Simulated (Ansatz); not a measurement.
# BRu4: one candidate of a structure search

The task: take a trial cell of BRu4 to zero force and stress.

Computed with Ansatz 0.2.0 (DFT PBE, scalar-relativistic, plane waves, PAW, unless a step's input says otherwise).

## 1. The structure to begin with

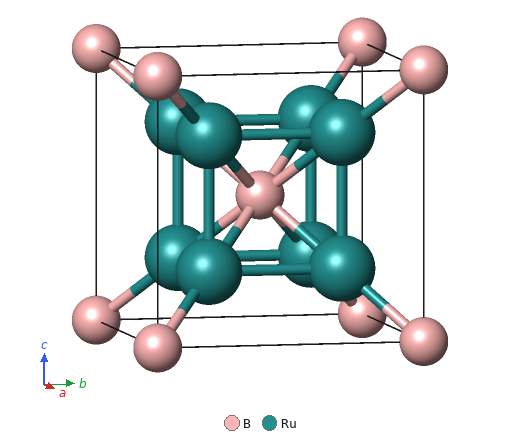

Start, viewed slightly off an axis; boron pink, ruthenium teal. Atoms on the faces are drawn again on the opposite ones. The cell drawn here is the conventional one.

Coordinates:

```xyz
5
Lattice="-2.4483 2.4483 2.4483 2.4483 -2.4483 2.4483 2.4483 2.4483 -2.4483" Properties=species:S:1:pos:R:3 pbc="T T T"
B     0.0000    0.0000    0.0000
Ru    1.2241    1.2241    1.2241
Ru   -1.2241    1.2241    1.2241
Ru    1.2241    1.2241   -1.2241
Ru    1.2241   -1.2241    1.2241
```

The cell is invented: species swapped into a database cell of Hg4Pt (Im-3m, No. 229), with Ru on the Hg sites and B on the Pt sites. The dimensions are guesses.

## 2. Probe: one point on a coarse mesh

input.yaml

```yaml
crystal:
  lattice:
    - [-2.44828175, 2.44828175, 2.44828175]
    - [2.44828175, -2.44828175, 2.44828175]
    - [2.44828175, 2.44828175, -2.44828175]
  atoms:
    - { symbol: B, position: [0.0, 0.0, 0.0] }
    - { symbol: Ru, position: [0.5, 0.5, 0.5] }
    - { symbol: Ru, position: [0.5, 0.0, 0.0] }
    - { symbol: Ru, position: [0.0, 0.0, 0.5] }
    - { symbol: Ru, position: [0.0, 0.5, 0.0] }
basis:
  ecutwfc: 420
kpoints:
  mp_grid: { grid: [6, 6, 6] }
hamiltonian:
  xc: pbe
scf:
  occupations: { method: gaussian, width: 0.1 }
  lower_state_search: "off"
output:
  forces: true
  stress: true
  eigenvalues: true
```

The run is started by

```sh
$ ansatz run input.yaml --threads 1 --pin off --max-ram 2560MiB --backend cpu --events-out ev --progress --plain --runs-dir out
```

Log, shortened:

```text
Warning: RAYON_NUM_THREADS=1 ignored (pool sized by the plan → 1); use --threads N
[...]
Pseudopotentials: kind: paw
Pseudopotential: B, paw, valence charge 3, recommended cutoff 420 eV (normal), B.paw.azcp
Pseudopotential: Ru, paw, valence charge 16, recommended cutoff 420 eV (normal), Ru.paw.azcp
Functional definition: PBE
[...]
Crystal: 5 atoms, lattice volume = 58.701 Å³
Basis set: ecut = 420 eV, 1157 PW (Γ), exchange–correlation on 60×60×60 points (8 copies of the dense FFT grid, shifted against one another)
Bands: 41, of which v1, the nominal top of the filled ones, is band 34 counted from 1 (33 counted from 0)
Symmetry: 48 space group operations
Space group: Im-3m (ITA 229), of the structure as read, at distance tolerance 3.9e-5 Å
k-points: 16 of 216
[...]
SCF iter   1: F=—  HF=-23665.247708 eV  |F-HF|=—  |Δ(HF+E_count)|=         —  Δρ=1.01e-2  dr2=8.60e-2  ethr=1.77e-3  ⟨swp⟩=5.6  Hψ=2436  notcnv=0
[...]
SCF iter   6: F=-23665.221688 eV  HF=-23665.221688 eV  |F-HF|=9.44e-9  |Δ(HF+E_count)|=   8.47e-8  Δρ=1.19e-5  dr2=6.32e-8  ethr=1.49e-10  ⟨swp⟩=8.6  Hψ=2958  notcnv=0
[...]
SCF converged after 6 iterations
Free energy (F): -23665.221688 eV
[...]
E sigma→0 (E₀):  -23665.197867 eV
Entropy (-TS):   -0.047642 eV (-9.528 meV/atom)
Fermi energy:    23.211627 eV
[...]
--- Forces (eV/Å), atoms counted from 1 ---
  atom   1  B     -0.00000000     0.00000000    -0.00000000
  atom   2  Ru     0.00000000    -0.00000000     0.00000000
  atom   3  Ru     0.00000000    -0.00000000    -0.00000000
  atom   4  Ru     0.00000000    -0.00000000     0.00000000
  atom   5  Ru     0.00000000    -0.00000000     0.00000000
[...]
--- Stress (GPa, compression-positive) ---
       58.566772      -0.000000       0.000000
        0.000000      58.566772      -0.000000
        0.000000       0.000000      58.566772
  P = ⅓ Tr σ = 58.5668 GPa (585.668 kbar)
--- Band table (eV; the first three rows and the last of 16) ---
[...]
```

It took 2.4 s on 1 thread of Intel Xeon at 2.70GHz, shared host; peak memory 0.35 GiB.

The probe gives pressure 58.6 GPa, largest force 0.00 eV/Å, gap on this mesh none (metal). A guess like this is first relaxed loosely on the coarse mesh.

## 3. A loose first relaxation

input.yaml, as its differences from that of step 2:

```diff
@@ -24 +24,6 @@
   eigenvalues: true
+relax:
+  adjacent_minimum: "off"
+  f_tol: 0.04
+  max_steps: 70
+  cell: { stress_tol: 0.4 }
```

The run is started by

```sh
$ ansatz run input.yaml --threads 1 --pin off --max-ram 2560MiB --backend cpu --events-out ev --progress --plain --runs-dir out
```

Log:

```text
Warning: RAYON_NUM_THREADS=1 ignored (pool sized by the plan → 1); use --threads N
Engine: ansatz 0.2.0, x86_64-unknown-linux-gnu
Pseudopotentials: kind: paw
Pseudopotential: B, paw, valence charge 3, recommended cutoff 420 eV (normal), B.paw.azcp
Pseudopotential: Ru, paw, valence charge 16, recommended cutoff 420 eV (normal), Ru.paw.azcp
Functional definition: PBE
  parameter kappa = 0.804
  parameter beta = 0.06672455060314922
  exchange = pbe_x(kappa = kappa, mu = beta*pi^2/3)
  correlation = pbe_c(beta = beta)
Crystal: 5 atoms, lattice volume = 58.701 Å³
Basis set: ecut = 420 eV, 1157 PW (Γ), exchange–correlation on 60×60×60 points (8 copies of the dense FFT grid, shifted against one another)
Bands: 41, of which v1, the nominal top of the filled ones, is band 34 counted from 1 (33 counted from 0)
Symmetry: 48 space group operations
Space group: Im-3m (ITA 229), of the structure as read, at distance tolerance 3.9e-5 Å
k-points: 16 of 216
Non-local potential: B, projectors of the file, l = 0: 2, l = 1: 2, l = 2: 1
Non-local potential: Ru, projectors of the file, l = 0: 3, l = 1: 2, l = 2: 2, l = 3: 1
PAW form: soft (Blöchl's): semilocal exchange-correlation on the pseudo side does not see the compensation charge
PAW one-centre angular grid: B, 110 points (default); XC on 64 Gauss nodes
PAW one-centre angular grid: Ru, 590 points (default); XC on 64 Gauss nodes
Initial density: superposition of atomic densities (neutral atoms: chi_scale 0, normalization atom), corrected by the library's trained network
Initial wavefunctions: pseudopotential atomic-orbital guess
Functional: x = pbe(κ = 0.804, μ = 0.2195149727645171), c = pbe(β = 0.06672455060314922)
SCF iter   1: F=—  HF=-23665.247708 eV  |F-HF|=—  |Δ(HF+E_count)|=         —  Δρ=1.01e-2  dr2=8.60e-2  ethr=1.77e-3  ⟨swp⟩=5.6  Hψ=2436  notcnv=0
preconditioner: auto → Kerker (q_TF=auto, 2.789 Å⁻¹)  [metal: Δε(μ)=0.016 eV  Ē_g=6.163 eV  σ=0.100 eV  W_gap=0.09  n_scr=18 (ndim 8)  ℏωp=28.7 eV  f_vac=0.000  D(μ)=10.08/eV (n_scr^D=176)]
SCF iter   2: F=—  HF=-23665.228792 eV  |F-HF|=—  |Δ(HF+E_count)|=   1.89e-2  Δρ=5.19e-3  dr2=2.86e-2  ethr=1.28e-4  ⟨swp⟩=1.2  Hψ=793  notcnv=0
SCF iter   3: F=—  HF=-23665.221851 eV  |F-HF|=—  |Δ(HF+E_count)|=   6.94e-3  Δρ=1.03e-3  dr2=6.51e-4  ethr=4.27e-5  ⟨swp⟩=2.0  Hψ=916  notcnv=0
SCF iter   4: F=—  HF=-23665.221698 eV  |F-HF|=—  |Δ(HF+E_count)|=   1.52e-4  Δρ=2.00e-4  dr2=1.81e-5  ethr=9.72e-7  ⟨swp⟩=2.1  Hψ=1141  notcnv=0
SCF iter   5: F=—  HF=-23665.221688 eV  |F-HF|=—  |Δ(HF+E_count)|=   9.87e-6  Δρ=5.81e-5  dr2=1.24e-6  ethr=2.71e-8  ⟨swp⟩=2.0  Hψ=936  notcnv=0
SCF iter   6: F=-23665.221688 eV  HF=-23665.221688 eV  |F-HF|=9.44e-9  |Δ(HF+E_count)|=   8.47e-8  Δρ=1.19e-5  dr2=6.32e-8  ethr=1.49e-10  ⟨swp⟩=8.6  Hψ=2958  notcnv=0
SCF 1 converged in 6 iterations: F = -23665.221688 eV  dr2 = 6.32e-8
relax step   1: F+E_penalty+E_count = -23665.22168831 eV  Δ(F+E_penalty+E_count) = +0.000e0 eV  max|allowed force component| = 1.699e-29 eV/Å  Δτ_max = 0.0000 Å  P = +58.567 GPa  Ω = 58.701 Å³  (6 SCF iters, dr2 threshold 1.00e-7 eV, accepted)
Crystal: 5 atoms, lattice volume = 67.711 Å³
Basis set: ecut = 420 eV, 1289 PW (Γ), exchange–correlation on 60×60×60 points (8 copies of the dense FFT grid, shifted against one another)
Initial density: handed on by an earlier stage of this run
Initial wavefunctions: those handed on with the density
iter 1 solved again at ethr=1.25e-3 eV; its pass at ethr=3.10e-3 eV (dr2=8.39e-1 eV) is discarded
SCF iter   1: F=—  HF=-23667.059470 eV  |F-HF|=—  |Δ(HF+E_count)|=         —  Δρ=2.49e-2  dr2=8.40e-1  ethr=1.25e-3  ⟨swp⟩=1.0  Hψ=3305  notcnv=0
preconditioner: auto → Kerker (q_TF=auto, 2.723 Å⁻¹)  [metal: Δε(μ)=0.015 eV  Ē_g=5.164 eV  σ=0.100 eV  W_gap=0.09  n_scr=18 (ndim 8)  ℏωp=26.7 eV  f_vac=0.000  D(μ)=11.03/eV (n_scr^D=176)]
SCF iter   2: F=—  HF=-23666.942186 eV  |F-HF|=—  |Δ(HF+E_count)|=   1.17e-1  Δρ=1.47e-2  dr2=3.03e-1  ethr=1.25e-3  ⟨swp⟩=2.0  Hψ=728  notcnv=0
SCF iter   3: F=—  HF=-23666.872408 eV  |F-HF|=—  |Δ(HF+E_count)|=   6.98e-2  Δρ=1.53e-3  dr2=3.16e-3  ethr=4.52e-4  ⟨swp⟩=2.0  Hψ=951  notcnv=0  defer=10
SCF iter   4: F=—  HF=-23666.871713 eV  |F-HF|=—  |Δ(HF+E_count)|=   6.94e-4  Δρ=3.33e-4  dr2=4.19e-5  ethr=4.72e-6  ⟨swp⟩=2.1  Hψ=934  notcnv=0  defer=10
SCF iter   5: F=—  HF=-23666.871711 eV  |F-HF|=—  |Δ(HF+E_count)|=   2.08e-6  Δρ=7.88e-5  dr2=3.92e-6  ethr=6.26e-8  ⟨swp⟩=2.1  Hψ=846  notcnv=0  defer=10
SCF iter   6: F=-23666.871711 eV  HF=-23666.871711 eV  |F-HF|=3.83e-8  |Δ(HF+E_count)|=   4.02e-7  Δρ=2.27e-5  dr2=3.12e-7  ethr=7.46e-10  ⟨swp⟩=7.4  Hψ=2733  notcnv=0
SCF 2 converged in 6 iterations: F = -23666.871711 eV  dr2 = 3.12e-7
relax step   2: F+E_penalty+E_count = -23666.87171078 eV  Δ(F+E_penalty+E_count) = -1.650e0 eV  max|allowed force component| = 1.904e-29 eV/Å  Δτ_max = 0.0000 Å  P = +6.558 GPa  Ω = 67.711 Å³  energy of the carried Pulay correction = -7.534e-3 eV  (6 SCF iters, dr2 threshold 5.00e-7 eV, accepted)
Crystal: 5 atoms, lattice volume = 69.046 Å³
Basis set: ecut = 420 eV, 1409 PW (Γ), exchange–correlation on 60×60×60 points (8 copies of the dense FFT grid, shifted against one another)
iter 1 solved again at ethr=1.88e-5 eV; its pass at ethr=3.10e-3 eV (dr2=1.26e-2 eV) is discarded
SCF iter   1: F=—  HF=-23666.907110 eV  |F-HF|=—  |Δ(HF+E_count)|=         —  Δρ=3.15e-3  dr2=1.30e-2  ethr=1.88e-5  ⟨swp⟩=1.4  Hψ=2708  notcnv=0
preconditioner: auto → Kerker (q_TF=auto, 2.715 Å⁻¹)  [metal: Δε(μ)=0.034 eV  Ē_g=5.039 eV  σ=0.100 eV  W_gap=0.19  n_scr=18 (ndim 8)  ℏωp=26.4 eV  f_vac=0.000  D(μ)=12.27/eV (n_scr^D=200)]
SCF iter   2: F=—  HF=-23666.905053 eV  |F-HF|=—  |Δ(HF+E_count)|=   2.06e-3  Δρ=1.79e-3  dr2=4.41e-3  ethr=1.88e-5  ⟨swp⟩=1.7  Hψ=697  notcnv=0
SCF iter   3: F=—  HF=-23666.904014 eV  |F-HF|=—  |Δ(HF+E_count)|=   1.04e-3  Δρ=1.90e-4  dr2=3.07e-5  ethr=6.58e-6  ⟨swp⟩=2.0  Hψ=888  notcnv=0
SCF iter   4: F=—  HF=-23666.904015 eV  |F-HF|=—  |Δ(HF+E_count)|=   1.16e-6  Δρ=3.85e-5  dr2=8.06e-7  ethr=4.59e-8  ⟨swp⟩=2.1  Hψ=1165  notcnv=0
iter 5 did not close the SCF: its close was put off for the readings that it lacked (scf_convergence_deferred on its scf_iter line)
SCF iter   5: F=-23666.904015 eV  HF=-23666.904015 eV  |F-HF|=2.83e-8  |Δ(HF+E_count)|=   6.66e-8  Δρ=1.14e-5  dr2=8.30e-8  ethr=1.20e-9  ⟨swp⟩=2.0  Hψ=916  notcnv=0
SCF iter   6: F=-23666.904015 eV  HF=-23666.904015 eV  |F-HF|=1.89e-10  |Δ(HF+E_count)|=   1.00e-8  Δρ=2.85e-6  dr2=3.06e-9  ethr=1.24e-10  ⟨swp⟩=2.0  Hψ=2049  notcnv=0
SCF 3 converged in 6 iterations: F = -23666.904015 eV  dr2 = 3.06e-9
relax step   3: F+E_penalty+E_count = -23666.90401519 eV  Δ(F+E_penalty+E_count) = -3.230e-2 eV  max|allowed force component| = 1.585e-29 eV/Å  Δτ_max = 0.0000 Å  P = +1.529 GPa  Ω = 69.046 Å³  energy of the carried Pulay correction = -8.560e-3 eV  (6 SCF iters, dr2 threshold 5.00e-7 eV, accepted)
Crystal: 5 atoms, lattice volume = 69.488 Å³
iter 1 solved again at ethr=1.96e-6 eV; its pass at ethr=3.10e-3 eV (dr2=1.32e-3 eV) is discarded
SCF iter   1: F=—  HF=-23666.906058 eV  |F-HF|=—  |Δ(HF+E_count)|=         —  Δρ=1.02e-3  dr2=1.37e-3  ethr=1.96e-6  ⟨swp⟩=2.1  Hψ=2575  notcnv=0
preconditioner: auto → Kerker (q_TF=auto, 2.712 Å⁻¹)  [metal: Δε(μ)=0.006 eV  Ē_g=5.008 eV  σ=0.100 eV  W_gap=0.03  n_scr=18 (ndim 8)  ℏωp=26.4 eV  f_vac=0.000  D(μ)=12.42/eV (n_scr^D=200)]
SCF iter   2: F=—  HF=-23666.905841 eV  |F-HF|=—  |Δ(HF+E_count)|=   2.17e-4  Δρ=5.75e-4  dr2=4.56e-4  ethr=1.96e-6  ⟨swp⟩=1.8  Hψ=699  notcnv=0
SCF iter   3: F=—  HF=-23666.905743 eV  |F-HF|=—  |Δ(HF+E_count)|=   9.84e-5  Δρ=6.01e-5  dr2=3.27e-6  ethr=6.80e-7  ⟨swp⟩=2.0  Hψ=882  notcnv=0
iter 4 did not close the SCF: its close was put off for the readings that it lacked (scf_convergence_deferred on its scf_iter line)
SCF iter   4: F=-23666.905742 eV  HF=-23666.905742 eV  |F-HF|=1.64e-8  |Δ(HF+E_count)|=   7.26e-7  Δρ=1.04e-5  dr2=6.16e-8  ethr=4.88e-9  ⟨swp⟩=2.0  Hψ=937  notcnv=0
iter 5 did not close the SCF: its close was put off for the readings that it lacked (scf_convergence_deferred on its scf_iter line)
SCF iter   5: F=-23666.905742 eV  HF=-23666.905742 eV  |F-HF|=1.41e-9  |Δ(HF+E_count)|=   1.62e-9  Δρ=2.62e-6  dr2=4.67e-9  ethr=9.19e-11  ⟨swp⟩=2.4  Hψ=1038  notcnv=0
SCF iter   6: F=-23666.905742 eV  HF=-23666.905742 eV  |F-HF|=1.09e-11  |Δ(HF+E_count)|=  5.06e-10  Δρ=6.01e-7  dr2=2.30e-10  ethr=6.97e-12  ⟨swp⟩=1.6  Hψ=1828  notcnv=0
SCF 4 converged in 6 iterations: F = -23666.905742 eV  dr2 = 2.30e-10
relax step   4: F+E_penalty+E_count = -23666.90574220 eV  Δ(F+E_penalty+E_count) = -1.727e-3 eV  max|allowed force component| = 1.410e-29 eV/Å  Δτ_max = 0.0000 Å  P = -0.024 GPa  Ω = 69.488 Å³  energy of the carried Pulay correction = -8.895e-3 eV  (6 SCF iters, dr2 threshold 5.00e-7 eV, accepted)
Initial wavefunctions: pseudopotential atomic-orbital guess (no wavefunctions were taken with the density)
iter 1 solved again at ethr=1.44e-7 eV; its pass at ethr=3.10e-3 eV (dr2=9.65e-5 eV) is discarded
SCF iter   1: F=—  HF=-23666.914856 eV  |F-HF|=—  |Δ(HF+E_count)|=         —  Δρ=9.10e-4  dr2=2.36e-5  ethr=1.44e-7  ⟨swp⟩=3.2  Hψ=3975  notcnv=0
preconditioner: auto → Kerker (q_TF=auto, 2.712 Å⁻¹)  [metal: Δε(μ)=0.005 eV  Ē_g=5.009 eV  σ=0.100 eV  W_gap=0.03  n_scr=18 (ndim 8)  ℏωp=26.4 eV  f_vac=0.000  D(μ)=12.45/eV (n_scr^D=224)]
SCF iter   2: F=—  HF=-23666.915826 eV  |F-HF|=—  |Δ(HF+E_count)|=   9.70e-4  Δρ=4.68e-4  dr2=6.33e-6  ethr=3.53e-8  ⟨swp⟩=1.1  Hψ=658  notcnv=0
SCF iter   3: F=—  HF=-23666.916166 eV  |F-HF|=—  |Δ(HF+E_count)|=   3.40e-4  Δρ=1.21e-5  dr2=3.03e-8  ethr=9.45e-9  ⟨swp⟩=2.0  Hψ=787  notcnv=0
SCF iter   4: F=—  HF=-23666.916166 eV  |F-HF|=—  |Δ(HF+E_count)|=   2.73e-8  Δρ=2.79e-6  dr2=3.68e-9  ethr=4.52e-11  ⟨swp⟩=2.1  Hψ=1013  notcnv=0
iter 5 did not close the SCF: its close was put off for the readings that it lacked (scf_convergence_deferred on its scf_iter line)
SCF iter   5: F=-23666.916166 eV  HF=-23666.916166 eV  |F-HF|=1.46e-11  |Δ(HF+E_count)|=  9.06e-10  Δρ=4.02e-7  dr2=1.30e-10  ethr=5.49e-12  ⟨swp⟩=2.0  Hψ=975  notcnv=0
SCF iter   6: F=-23666.916166 eV  HF=-23666.916166 eV  |F-HF|=1.09e-11  |Δ(HF+E_count)|=  2.55e-11  Δρ=1.55e-7  dr2=1.91e-11  ethr=1.00e-12  ⟨swp⟩=2.0  Hψ=1833  notcnv=0
SCF 5 converged in 6 iterations: F = -23666.916166 eV  dr2 = 1.91e-11
relax step   5: F+E_penalty+E_count = -23666.91616575 eV  Δ(F+E_penalty+E_count) = -1.042e-2 eV  max|allowed force component| = 1.323e-29 eV/Å  Δτ_max = 0.0000 Å  P = +0.162 GPa  Ω = 69.488 Å³  stress off target by 1.62e-1 GPa  SCF on the basis re-selected at this cell (its energy is not comparable with the rows above)  (6 SCF iters)
basis re-selected at this cell: Δ(F+E_penalty+E_count) = -1.042e-2 eV, ΔP = +0.187 GPa vs the last step (what re-selecting the basis moved, of the pressure what is left beyond the Pulay correction that the steps carried, after the strain that the cell walked since its last selection, with what the two solves' SCF thresholds leave and, on support functions, any second-order correction that the steps lacked; it is no measure of the basis error at this ecutwfc). This SCF's stress stands 1.62e-1 GPa from its target on what of the cell is left free (relax.cell.stress_tol is 4.00e-1 GPa) and its largest allowed force component is 1.32e-29 eV/Å (relax.f_tol is 4.00e-2 eV/Å): within both
SCF converged after 6 iterations
Free energy (F): -23666.916166 eV
Harris-Foulkes:  -23666.916166 eV  (|F-HF|=1.09e-11)
Internal energy: -23666.853946 eV  (E = F + TS)
E sigma→0 (E₀):  -23666.885056 eV
Entropy (-TS):   -0.062220 eV (-12.444 meV/atom)
Fermi energy:    18.801656 eV
--- Per-component energies (eV) ---
  E_band       = -456.573146
  E_kinetic    = 2106.111065
  E_local      = -6155.111217  (includes V_loc(G=0)·N_el)
  E_nonlocal   = 1391.372058
  E_hartree    = 2042.641913
  E_xc         = -790.987781
  E_vxc        = -990.477787  (∫ρ·V_xc dr)
  E_paw        = -13924.441563  (= ΣΔE_a)
  E_vpaw       = -893.750643  (= ΣTr[D̂ρ^β])
  E_aug_tail   = -0.000709  (compensation charges beyond the density's cutoff)
  E_ewald      = -8336.437713
  E_smearing   = -0.062220  (= −TS)
  E_closure    = -0.000000  (closes the sum)
  Σ components = -23666.916166   (vs F -23666.916166, Δ=0.00e0)
--- Forces (eV/Å), atoms counted from 1 ---
  atom   1  B      0.00000000     0.00000000    -0.00000000
  atom   2  Ru     0.00000000    -0.00000000     0.00000000
  atom   3  Ru     0.00000000    -0.00000000     0.00000000
  atom   4  Ru     0.00000000     0.00000000    -0.00000000
  atom   5  Ru     0.00000000    -0.00000000     0.00000000
  max |Σ_I F_I| component: 6.76e-29 eV/Å
--- Stress (GPa, compression-positive) ---
        0.162363       0.000000       0.000000
       -0.000000       0.162363      -0.000000
        0.000000       0.000000       0.162363
  P = ⅓ Tr σ = 0.1624 GPa (1.624 kbar)
--- Band table (eV; the first three rows and the last of 16) ---
  k-point 0: bands = ["-54.0132", "-53.8310", "-53.8310", "-53.8310", "-24.3479", "-24.3479", "-24.3479", "-24.2295", "-24.2295", "-24.2295", "-23.5819", "-23.5819", "-23.5819", "-23.5338", "-23.4063", "-23.4063", "8.5521", "12.7794", "13.2993", "13.2993", "13.9334", "13.9334", "15.3158", "15.3158", "15.3158", "17.9143", "17.9143", "17.9143", "18.2672", "18.2672", "18.2672", "18.3194", "18.3194", "18.3194", "20.0259", "20.0259", "20.0259", "21.7518", "21.7518", "21.7518", "24.1117"]
  k-point 1: bands = ["-54.0010", "-53.8432", "-53.8313", "-53.8313", "-24.3318", "-24.3303", "-24.2909", "-24.2063", "-24.2034", "-24.1745", "-23.6342", "-23.6296", "-23.5783", "-23.5721", "-23.4615", "-23.4273", "8.8525", "13.0942", "13.4811", "13.5490", "14.1037", "14.2072", "14.9920", "15.2850", "15.5857", "16.5968", "16.7645", "17.3823", "17.7510", "18.2576", "18.3095", "18.6799", "19.0148", "19.3647", "19.8021", "19.8794", "19.9549", "20.8914", "21.1093", "21.9619", "23.4441"]
  k-point 2: bands = ["-53.9675", "-53.8764", "-53.8318", "-53.8317", "-24.3122", "-24.3106", "-24.1357", "-24.1157", "-24.1036", "-24.0241", "-23.7707", "-23.7572", "-23.7189", "-23.6123", "-23.5451", "-23.4665", "9.6265", "13.4867", "13.9518", "14.0077", "14.4958", "14.6999", "14.7484", "14.9987", "15.5835", "16.3262", "16.4413", "16.7752", "17.3079", "17.7269", "18.2657", "18.3755", "18.5395", "19.0832", "19.1609", "19.3785", "19.4866", "19.6235", "21.0008", "22.9759", "23.0479"]
  k-point 15: bands = ["-53.9209", "-53.9209", "-53.9209", "-53.7436", "-24.5105", "-24.3301", "-24.3301", "-24.1932", "-24.1932", "-24.1932", "-23.5539", "-23.5539", "-23.5539", "-23.4724", "-23.4724", "-23.4724", "12.3268", "12.3268", "12.3268", "12.5196", "14.5970", "14.5970", "14.5970", "14.7182", "14.7182", "14.7182", "17.2482", "17.2482", "17.2482", "17.8755", "17.8755", "17.8755", "18.5498", "18.5498", "20.0368", "20.3537", "20.3537", "21.9019", "21.9019", "23.9806", "23.9806"]
--- Relaxed structure (4 steps of the walk, 4 accepted, 1 SCFs on fresh bases) ---
  F+E_penalty+E_count = -23666.91616575 eV   max|allowed force component| = 1.323e-29 eV/Å   (the final SCF, on the basis selected at the relaxed cell)
  cell:  # Å, volume = 69.4875 Å³
    - [-2.589895749944036, 2.589895749944036, 2.589895749944036]
    - [2.589895749944036, -2.589895749944036, 2.589895749944036]
    - [2.589895749944036, 2.589895749944036, -2.589895749944036]
  atoms:
    - { symbol: B, position: [-2.089527242841483e-36, 1.5814853249734542e-35, 1.0283751724563697e-35] }
    - { symbol: Ru, position: [0.5, 0.5, 0.5] }
    - { symbol: Ru, position: [0.5, 0.0, 0.0] }
    - { symbol: Ru, position: [0.0, 0.0, 0.5] }
    - { symbol: Ru, position: [0.0, 0.5, 0.0] }
```

It took 10 s on 1 thread of Intel Xeon at 2.70GHz, shared host; peak memory 0.37 GiB.

The steps of the relaxation:

| step | E - E(step 1) (eV/cell) | largest force component (eV/Å) | pressure (GPa) | volume (Å³) |
| --- | --- | --- | --- | --- |
| 1 | 0.0000 | 0.0000 | 58.57 | 58.70 |
| 2 | -1.6500 | 0.0000 | 6.56 | 67.71 |
| 3 | -1.6823 | 0.0000 | 1.53 | 69.05 |
| 4 | -1.6841 | 0.0000 | -0.02 | 69.49 |
| 5 | -1.6945 | 0.0000 | 0.16 | 69.49 |

Step 1 is the start. Step 5 repeats the geometry before it on a plane-wave basis chosen anew for that cell, so its energy need not be comparable with the rows above.

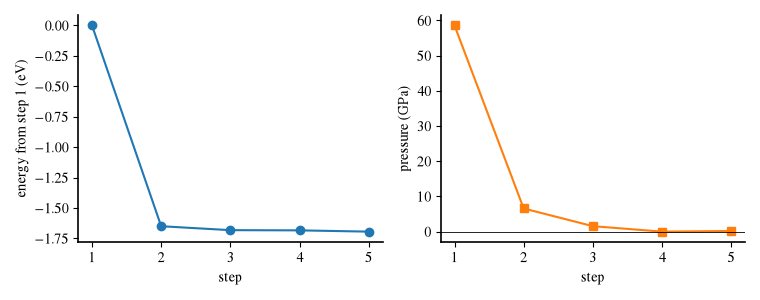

Energy and pressure along the relaxation.

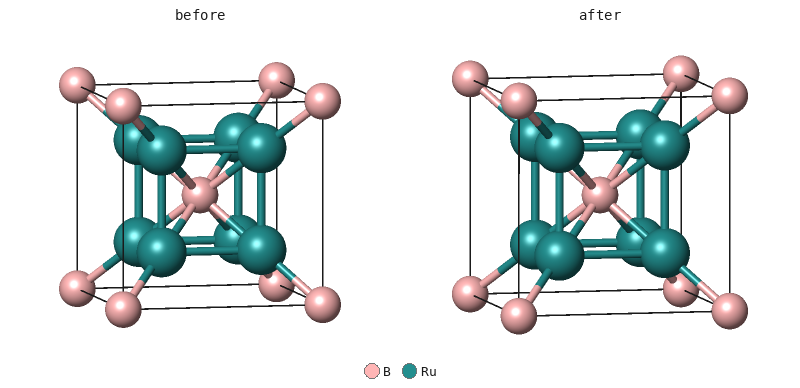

The structure before (left) and after (right) the relaxation, drawn at the same scale.

Lengths and angles in the start's conventional setting:

|  | before | after | change |
| --- | --- | --- | --- |
| a (Å) | 4.897 | 5.180 | +5.8 % |
| b (Å) | 4.897 | 5.180 | +5.8 % |
| c (Å) | 4.897 | 5.180 | +5.8 % |
| volume (Å³/atom) | 11.74 | 13.90 | +18.4 % |
| shortest distance (Å) | 2.120 | 2.243 | +5.8 % |
| space group (0.01 Å) | Im-3m | Im-3m | same |

The run keeps the 48 symmetry operations of the start, so it could not have lowered the symmetry.

(Part 1 of 2 ends here.)
